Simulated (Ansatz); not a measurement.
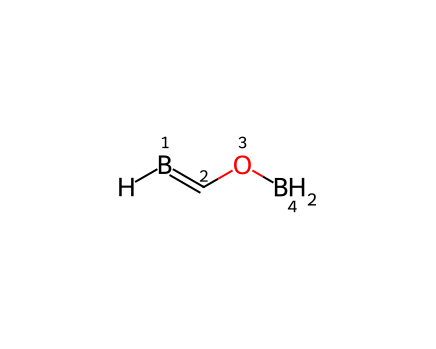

A structural formula, with wedges where it has stereocentres; small numbers name the atoms. The configuration is that of a computed structure (PBE0-D4/def2-TZVP).

**What are the Cahn–Ingold–Prelog descriptors?**

B1=C2: E.
